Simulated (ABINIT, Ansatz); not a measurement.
## WS2 (Tungstenite): one start, several treatments of the self-energy

Wanted: the gap of WS2 (Tungstenite) under several approximations, with cost.

Program: ABINIT 10.8.3. Level of theory: PBE and many-body steps on it, plane waves. Results are calculated unless marked as measured.

The database entry behind the starting cell differs from later determinations by our own check (an axis about 1.4 % long against later determinations), so it need not match the best structure at ambient conditions.

### 1. The starting structure

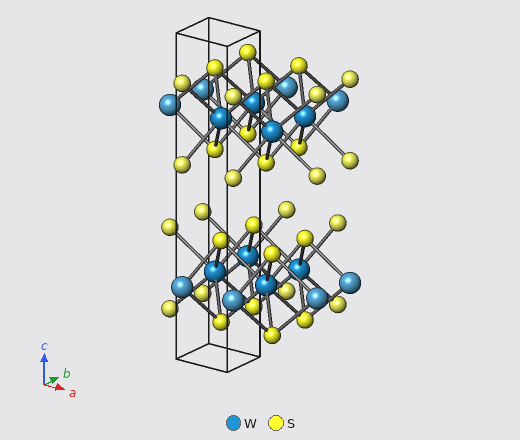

Start, viewed slightly off an axis; tungsten blue, sulfur yellow. 2×2×1 cells are drawn. Some periodic images of atoms are drawn too.

The cell and positions come from the Crystallography Open Database and are kept as given unless a step says otherwise. Spin-orbit coupling is left out unless a step names it.

### 2. Empty states on the mesh, 3×3×1 mesh, 300 bands

This step: ABINIT 10.8.3; DFT, PBE, plane waves, norm-conserving pseudopotentials.

The sums over transitions need many empty states on a uniform mesh; this step solves for them.

The input, run.abi:

```
acell 3*1.0 Angstrom
rprim 
  3.179999999980 0.000000000005 0.000000000000
  -1.589999999994 2.753960784015 0.000000000000
  0.000000000000 0.000000000000 12.500000000000
ntypat 2
znucl 74 16
natom 6
typat 1 1 2 2 2 2
xred 
  0.333333333333 0.666666666667 0.250000000000
  0.666666666667 0.333333333333 0.750000000000
  0.333333333333 0.666666666667 0.625000000000
  0.666666666667 0.333333333333 0.125000000000
  0.333333333333 0.666666666667 0.875000000000
  0.666666666667 0.333333333333 0.375000000000
pp_dirpath "pseudos"
pseudos "W.upf, S.upf"
ecut 31
ngkpt 3 3 1
nshiftk 1
shiftk 0 0 0
kptopt 1
chksymbreak 0
iscf -2
irdden 1
istwfk *1
nband 300
nbdbuf 26
tolwfr 1e-09
nstep 60
prtvol 0
indata_prefix "in"
outdata_prefix "out"
tmpdata_prefix "tmp"
```

Command:

```
$ OMP_NUM_THREADS=1 mpirun -n 4 abinit run.abi > log
```

Numbers of over 12 decimals in the logs are rounded to 6 here.

Output:

```text
.Version 10.8.3 of ABINIT. v10.8.2 released Aug 2026.

 Symmetries : space group P6_3/m m c (#194); Bravais hP (primitive hexag.)
[... echo of the input left out ...]
== DATASET  1 ==================================================================
-   mpi_nproc: 4, omp_nthreads: 1 (-1 if OMP is not activated)
-    --> not optimal distribution: autoparal keyword recommended in input file <--

--- !DatasetInfo
iteration_state: {dtset: 1, }
dimensions: {natom: 6, nkpt: 3, mband: 300, nsppol: 1, nspinor: 1, nspden: 1, mpw: 6137, }
cutoff_energies: {ecut:  31.0, pawecutdg:  -1.0, }
[...]
3.58328    3.58328    3.58975    3.61051    3.61530    3.61530    3.64479    3.66879
   3.68399    3.69265    3.71582    3.71595    3.74374    3.74418    3.76618    3.76838
   3.77301    3.78385    3.78497    3.78655
 prteigrs : prtvol=0 or 1, do not print more k-points.

== END DATASET(S) ==============================================================
================================================================================

 -outvars: echo values of variables after computation  --------
            nband         300
             nkpt           3
          spgroup         194
 [... the other variables as echoed above ...]

 Calculation completed.
```

The job ended after 89 s (4 MPI ranks of Arm Neoverse V2, shared host; peak memory 0.49 GiB; 5.9 min of CPU time).

This step gave:

```
gap                                                           : 1.175 eV
k of the valence top                                          : 0, 0, 0
k of the conduction bottom                                    : 0.3333, 0.3333, 0
least direct gap                                              : 1.737 eV
k points computed                                             : 3
lowest point of the top converged band, above the valence top : 84.9580 eV
```

On this mesh the gap is 1.175 eV.

The density comes from a self-consistent run that is not shown.

### 3. Screening, 3×3×1 mesh, 127 bands, screening to 114.3 eV

The RPA dielectric matrix is built and inverted for each q.

This step: RPA screening on PBE, plane waves, norm-conserving pseudopotentials.

run.abi: that of step 2 with these lines changed.

```diff
@@ -24,10 +24,11 @@
 chksymbreak 0
-iscf -2
-irdden 1
 istwfk *1
-nband 300
-nbdbuf 26
-tolwfr 1e-09
-nstep 60
-prtvol 0
+occopt 1
+irdwfk 1
+optdriver 3
+nband 127
+ecuteps 4.2
+inclvkb 2
+awtr 1
+symchi 1
 indata_prefix "in"
```

Output:

```text
.Version 10.8.3 of ABINIT. v10.8.2 released Aug 2026.

 Symmetries : space group P6_3/m m c (#194); Bravais hP (primitive hexag.)
[... echo of the input left out ...]
== DATASET  1 ==================================================================
-   mpi_nproc: 4, omp_nthreads: 1 (-1 if OMP is not activated)

--- !DatasetInfo
iteration_state: {dtset: 1, }
dimensions: {natom: 6, nkpt: 3, mband: 127, nsppol: 1, nspinor: 1, nspden: 1, mpw: 6137, }
cutoff_energies: {ecut:  31.0, pawecutdg:  -1.0, }
electrons: {nelect:   5.20000000E+01, charge:   0.00000000E+00, occopt:   1.00000000E+00, tsmear:   1.00000000E-02, }

 SCREENING: Calculation of the susceptibility and dielectric matrices

 Based on a program developped by R.W. Godby, V. Olevano, G. Onida, and L. Reining.
 Incorporated in ABINIT by V. Olevano, G.-M. Rignanese, and M. Torrent.
.Using double precision arithmetic ; gwpc =  8

[... cell and pseudopotentials left out ...]
--------------------------------------------------------------------------------

 ==== K-mesh for the wavefunctions ====
 Number of points in the irreducible wedge :     3
[... list of points left out ...]
 Together with 24 symmetry operations and time-reversal symmetry
 yields     9 points in the full Brillouin Zone.

 ==== Q-mesh for the screening function ====
 Number of points in the irreducible wedge :     3
[... list of points left out ...]
 Together with 24 symmetry operations and time-reversal symmetry
 yields     9 points in the full Brillouin Zone.

 setmesh: FFT mesh size selected  =    20x   20x   90
          total number of points  =        36000

 vcoul_init : cutoff-mode = AUXILIARY_FUNCTION
 q-points for optical limit:   1
     1)      0.000010    0.000020    0.000030

- screening: taking advantage of time-reversal symmetry
- Maximum band index for partially occupied states nbvw = 26
- Remaining bands to be divided among processors   nbcw = 101
- Number of bands treated by each node ~25

 Number of electrons calculated from density =   52.0000; Expected =   52.0000
 average of density, n =  0.070390
 r_s =    1.5024
 omega_plasma =   25.5924 [eV]

 calculating chi0 at frequencies [eV] :
  1    0.000000E+00    0.000000E+00
  2    0.000000E+00    2.559243E+01

--------------------------------------------------------------------------------
  q-point number  1        q = ( 0.000000, 0.000000, 0.000000) [r.l.u.]
--------------------------------------------------------------------------------
[... chi0 elements left out ...]
 For q-point:  0.000010 0.000020 0.000030
  dielectric constant =  18.0814
  dielectric constant without local fields =  20.2877

  Average fulfillment of the sum rule on Im[epsilon] for q-point    1 :     77.24  [%]
[... wings left out ...]
  q-point number  2        q = ( 0.333333, 0.000000, 0.000000) [r.l.u.]
--------------------------------------------------------------------------------
[... chi0 elements left out ...]
  Average fulfillment of the sum rule on Im[epsilon] for q-point    2 :     72.72  [%]

 [... 1 further q-points ...]
```

Elapsed: 22 s, on 4 MPI ranks; peak memory 1 GiB; 86 s of CPU time.

Numbers from this step:

- ε∞ with local fields, on this mesh, along the program's q direction: 18.08
- the same without local fields: 20.29
- plasma frequency: 25.59 eV
- plane waves in the screening matrix: 303

Local fields lower ε∞ by 11 %. On a Γ-centred mesh this coarse the value itself is usually too large, while a short band sum pulls it down.

### 4. G0W0, Godby-Needs plasmon pole

The self-energy is evaluated for the states that the input lists, and the levels follow from it, in one-shot runs by the linearised quasiparticle equation.

This step: G0W0 on PBE, plane waves, norm-conserving pseudopotentials.

run.abi: that of step 3 with these lines changed.

```diff
@@ -27,8 +27,17 @@
 irdwfk 1
-optdriver 3
+optdriver 4
 nband 127
+gwcalctyp 0
+ecutsigx 31
+symsigma 1
+nkptgw 2
+kptgw 
+  0.0000000000 0.0000000000 0.0000000000
+  0.3333333333 0.3333333333 0.0000000000
+bdgw 
+  25 28
+  25 28
 ecuteps 4.2
-inclvkb 2
-awtr 1
-symchi 1
+irdscr 1
+ppmodel 1
 indata_prefix "in"
```

Output:

```text
.Version 10.8.3 of ABINIT. v10.8.2 released Aug 2026.

 Symmetries : space group P6_3/m m c (#194); Bravais hP (primitive hexag.)
[... echo of the input left out ...]
== DATASET  1 ==================================================================
-   mpi_nproc: 4, omp_nthreads: 1 (-1 if OMP is not activated)

--- !DatasetInfo
iteration_state: {dtset: 1, }
dimensions: {natom: 6, nkpt: 3, mband: 127, nsppol: 1, nspinor: 1, nspden: 1, mpw: 6137, }
cutoff_energies: {ecut:  31.0, pawecutdg:  -1.0, }
electrons: {nelect:   5.20000000E+01, charge:   0.00000000E+00, occopt:   1.00000000E+00, tsmear:   1.00000000E-02, }

 SIGMA: Calculation of the GW corrections

 Based on a program developped by R.W. Godby, V. Olevano, G. Onida, and L. Reining.
 Incorporated in ABINIT by V. Olevano, G.-M. Rignanese, and M. Torrent.
.Using double precision arithmetic ; gwpc =  8

[... cell and pseudopotentials left out ...]
--------------------------------------------------------------------------------

 ==== K-mesh for the wavefunctions ====
 Number of points in the irreducible wedge :     3
[... list of points left out ...]
 Together with 24 symmetry operations and time-reversal symmetry
 yields     9 points in the full Brillouin Zone.

 ==== Q-mesh for screening function ====
 Number of points in the irreducible wedge :     3
[... list of points left out ...]
 Together with 24 symmetry operations and time-reversal symmetry
 yields     9 points in the full Brillouin Zone.

 vcoul_init : cutoff-mode = AUXILIARY_FUNCTION
 q-points for optical limit:   1
     1)      0.000010    0.000020    0.000030
 setmesh: FFT mesh size selected  =    27x   27x  120
          total number of points  =        87480

 Number of electrons calculated from density =   52.0000; Expected =   52.0000
 average of density, n =  0.070390
 r_s =    1.5024
 omega_plasma =   25.5924 [eV]

 === KS Band Gaps ===
  >>>> For spin  1
   Minimum direct gap =   1.7368 [eV], located at k-point      :   0.3333  0.3333  0.0000
   Fundamental gap    =   1.1751 [eV], Top of valence bands at :   0.0000  0.0000  0.0000
                                       Bottom of conduction at :   0.3333  0.3333  0.0000
 SIGMA fundamental parameters:
 PLASMON POLE MODEL  1
 number of plane-waves for SigmaX                 6137
 number of plane-waves for SigmaC and W            303
 number of plane-waves for wavefunctions          6137
 number of bands                                   127
 number of independent spin polarizations            1
 number of spinorial components                      1
 number of k-points in IBZ                           3
 number of q-points in IBZ                           3
 number of symmetry operations                      24
 number of k-points in BZ                            9
 number of q-points in BZ                            9
 number of frequencies for dSigma/dE                 9
 frequency step for dSigma/dE [eV]                0.25
 number of omega for Sigma on real axis              0
 max omega for Sigma on real axis  [eV]           0.00
 zcut for avoiding poles [eV]                     0.10

 EPSILON^-1 parameters (SCR file):
 dimension of the eps^-1 matrix on file            303
 dimension of the eps^-1 matrix used               303
 number of plane-waves for wavefunctions          6137
 number of bands                                   127
 number of q-points in IBZ                           3
 number of frequencies                               2
 number of real frequencies                          1
 number of imag frequencies                          1

 matrix elements of self-energy operator (all in [eV])

 Perturbative Calculation

--- !SelfEnergy_ee
iteration_state: {dtset: 1, }
kpoint     : [   0.000,    0.000,    0.000, ]
spin       : 1
KS_gap     :    2.245
QP_gap     :    2.770
Delta_QP_KS:    0.525
data: !SigmaeeData |
     Band     E0 <VxcDFT>   SigX SigC(E0)      Z dSigC/dE  Sig(E)    E-E0       E
       25   7.984 -14.390 -15.587   1.435   0.788  -0.269 -14.202   0.187   8.171
       26   9.072 -15.531 -16.377   1.252   0.784  -0.275 -15.212   0.319   9.391
       27  11.317 -15.192 -10.304  -3.816   0.788  -0.270 -14.347   0.844  12.161
       28  11.317 -15.192 -10.304  -3.816   0.788  -0.270 -14.347   0.844  12.161

--- !SelfEnergy_ee
iteration_state: {dtset: 1, }
kpoint     : [   0.333,    0.333,    0.000, ]
spin       : 1
KS_gap     :    1.737
QP_gap     :    2.478
Delta_QP_KS:    0.741
data: !SigmaeeData |
     Band     E0 <VxcDFT>   SigX SigC(E0)      Z dSigC/dE  Sig(E)    E-E0       E
       25   8.343 -15.064 -16.308   1.556   0.787  -0.271 -14.819   0.245   8.588
       26   8.510 -15.440 -16.624   1.549   0.786  -0.273 -15.153   0.287   8.797
       27  10.247 -16.292 -11.224  -3.761   0.786  -0.272 -15.265   1.028  11.274
       28  10.247 -16.292 -11.224  -3.761   0.786  -0.272 -15.265   1.028  11.274

== END DATASET(S) ==============================================================
================================================================================

 -outvars: echo values of variables after computation  --------
           etotal      0.0000000000E+00
            nband         127
             nkpt           3
          spgroup         194
 [... the other variables as echoed above ...]

 Calculation completed.
```

Run time: 7 s. Hardware: 4 MPI ranks; peak memory 0.73 GiB.

This step gave:

* G0W0 gap on the points computed: 1.883 eV
* starting gap on the mesh: 1.175 eV
* k of the valence top: 0, 0, 0
* k of the conduction bottom: 0.3333, 0.3333, 0
* Z at the valence top: 0.784
* Z at the conduction bottom: 0.786
* least direct G0W0 gap on the computed points: 2.477 eV

The gap on the mesh goes from 1.17 eV to 1.88 eV, a correction of +0.71 eV.

### 5. G0W0, Hybertsen-Louie plasmon pole

run.abi: that of step 4 with these lines changed.

```diff
@@ -41,3 +41,3 @@
 irdscr 1
-ppmodel 1
+ppmodel 2
 indata_prefix "in"
```

Output:

```text
.Version 10.8.3 of ABINIT. v10.8.2 released Aug 2026.

 Symmetries : space group P6_3/m m c (#194); Bravais hP (primitive hexag.)
[... echo of the input left out ...]
== DATASET  1 ==================================================================
-   mpi_nproc: 4, omp_nthreads: 1 (-1 if OMP is not activated)

--- !DatasetInfo
iteration_state: {dtset: 1, }
dimensions: {natom: 6, nkpt: 3, mband: 127, nsppol: 1, nspinor: 1, nspden: 1, mpw: 6137, }
cutoff_energies: {ecut:  31.0, pawecutdg:  -1.0, }
electrons: {nelect:   5.20000000E+01, charge:   0.00000000E+00, occopt:   1.00000000E+00, tsmear:   1.00000000E-02, }

 SIGMA: Calculation of the GW corrections

 Based on a program developped by R.W. Godby, V. Olevano, G. Onida, and L. Reining.
 Incorporated in ABINIT by V. Olevano, G.-M. Rignanese, and M. Torrent.
.Using double precision arithmetic ; gwpc =  8

[... cell and pseudopotentials left out ...]
--------------------------------------------------------------------------------

 ==== K-mesh for the wavefunctions ====
 Number of points in the irreducible wedge :     3
[... list of points left out ...]
 Together with 24 symmetry operations and time-reversal symmetry
 yields     9 points in the full Brillouin Zone.

 ==== Q-mesh for screening function ====
 Number of points in the irreducible wedge :     3
[... list of points left out ...]
 Together with 24 symmetry operations and time-reversal symmetry
 yields     9 points in the full Brillouin Zone.

 vcoul_init : cutoff-mode = AUXILIARY_FUNCTION
 q-points for optical limit:   1
     1)      0.000010    0.000020    0.000030
 setmesh: FFT mesh size selected  =    27x   27x  120
          total number of points  =        87480

 Number of electrons calculated from density =   52.0000; Expected =   52.0000
[...]
number of omega for Sigma on real axis              0
 max omega for Sigma on real axis  [eV]           0.00
 zcut for avoiding poles [eV]                     0.10

 EPSILON^-1 parameters (SCR file):
 dimension of the eps^-1 matrix on file            303
 dimension of the eps^-1 matrix used               303
 number of plane-waves for wavefunctions          6137
 number of bands                                   127
 number of q-points in IBZ                           3
 number of frequencies                               2
 number of real frequencies                          1
 number of imag frequencies                          1

 matrix elements of self-energy operator (all in [eV])

 Perturbative Calculation

--- !SelfEnergy_ee
iteration_state: {dtset: 1, }
kpoint     : [   0.000,    0.000,    0.000, ]
spin       : 1
KS_gap     :    2.245
QP_gap     :    2.851
Delta_QP_KS:    0.606
data: !SigmaeeData |
     Band     E0 <VxcDFT>   SigX SigC(E0)      Z dSigC/dE  Sig(E)    E-E0       E
       25   7.984 -14.390 -15.587   1.234   0.827  -0.210 -14.360   0.030   8.014
       26   9.072 -15.531 -16.377   1.139   0.826  -0.211 -15.289   0.242   9.314
       27  11.317 -15.192 -10.304  -3.864   0.829  -0.207 -14.344   0.848  12.165
[...]
--- !SelfEnergy_ee
iteration_state: {dtset: 1, }
kpoint     : [   0.333,    0.333,    0.000, ]
spin       : 1
KS_gap     :    1.737
QP_gap     :    2.566
Delta_QP_KS:    0.829
data: !SigmaeeData |
     Band     E0 <VxcDFT>   SigX SigC(E0)      Z dSigC/dE  Sig(E)    E-E0       E
[...]
27  10.247 -16.292 -11.224  -3.821   0.826  -0.211 -15.263   1.030  11.277
       28  10.247 -16.292 -11.224  -3.821   0.826  -0.211 -15.263   1.030  11.277

== END DATASET(S) ==============================================================
================================================================================

 -outvars: echo values of variables after computation  --------
           etotal      0.0000000000E+00
            nband         127
             nkpt           3
          spgroup         194
 [... the other variables as echoed above ...]

 Calculation completed.
```

The job ended after 6.8 s (4 MPI ranks; peak memory 0.72 GiB; 27 s of CPU time).

This step gave:

| Item | Value |
| --- | --- |
| G0W0 gap on the points computed | 1.963 eV |
| starting gap on the mesh | 1.175 eV |
| k of the valence top | 0, 0, 0 |
| k of the conduction bottom | 0.3333, 0.3333, 0 |
| Z at the valence top | 0.826 |
| Z at the conduction bottom | 0.826 |
| least direct G0W0 gap on the computed points | 2.566 eV |

Against G0W0 in ABINIT (3×3×1 mesh, 127 bands, screening to 114.3 eV, Godby-Needs plasmon pole), the gap moves by +0.080 eV.

(Part 1 of 2 ends here.)

[Paths, hosts, dates, memory and timing lines, banners, echoed tables and standing remarks are left out of the program output.]

[Logs are printed without paths, hosts, clocks, repeated set-up lines and the standing remarks that a program may print on its own settings, such as how far it seeks lower states.]

[Runs of the session that timed out or met a known fault of the program may be left out.]

[Hosts, paths, dates, database ids (printed as entryN), source tags and the programs' standing remarks are cut or masked in the printed files.]

[G0W0 gaps are taken among the corrected bands and points alone; a level outside them can change the order at an edge.]

[Where Ansatz stands beside ABINIT at settings called matched, ABINIT's density can come from a denser mesh and the files from another edition; pairs whose starting gaps differed by over 0.03 eV were left out, so agreement reads better than it is.]
